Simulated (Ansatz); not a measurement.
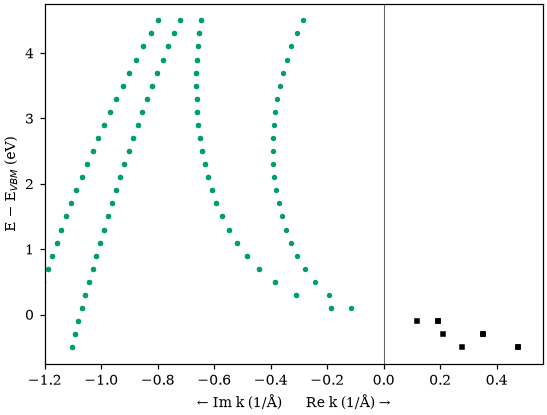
Figure. Complex bands at the centre of the two-dimensional zone; r2SCAN (Ansatz, a quantum-chemistry and plane-wave program)

The gap is the functional's own, uncorrected, and κ follows it; spin-orbit coupling is left out. Mid-gap means the computed energy nearest the middle.

**Question.** This is CaO (Fm-3m, rock salt, 2 atoms a cell, 13.9 Å³ an atom) along the normal of (111). Read off the slowest decay at the centre of the two-dimensional zone at 2.10 eV, the computed energy nearest the middle of the gap.

**Answer.** κ ≈ 0.39 1/Å, a decay length 1/(2κ) of the density of 1.3 Å.
